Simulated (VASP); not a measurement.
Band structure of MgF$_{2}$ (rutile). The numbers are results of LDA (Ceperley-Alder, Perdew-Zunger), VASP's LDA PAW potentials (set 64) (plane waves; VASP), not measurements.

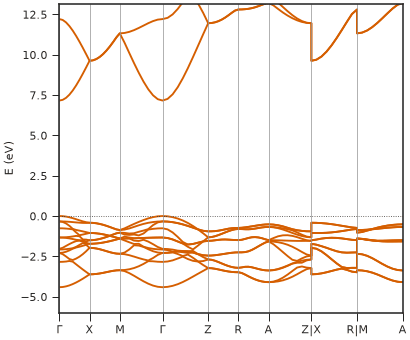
Figure. Bands along high-symmetry lines, zero at the valence-band maximum or, without a gap, the Fermi level

Question: Read the plot: is there a gap, and where are the band edges?

Answer: The gap is direct, 7.16 eV, from the valence maximum at Γ to the conduction minimum at Γ. (Edges off the drawn lines would not show.)

Measured: gap 12.40 eV (computed value off by -5.24 eV), as given by Andrés Aguado et al., Journal of the Physical Society of Japan (1999), arXiv:cond-mat/9901145.

The compound is MgF2 in the rutile structure. It was relaxed first, which changed the volume by -5 %.
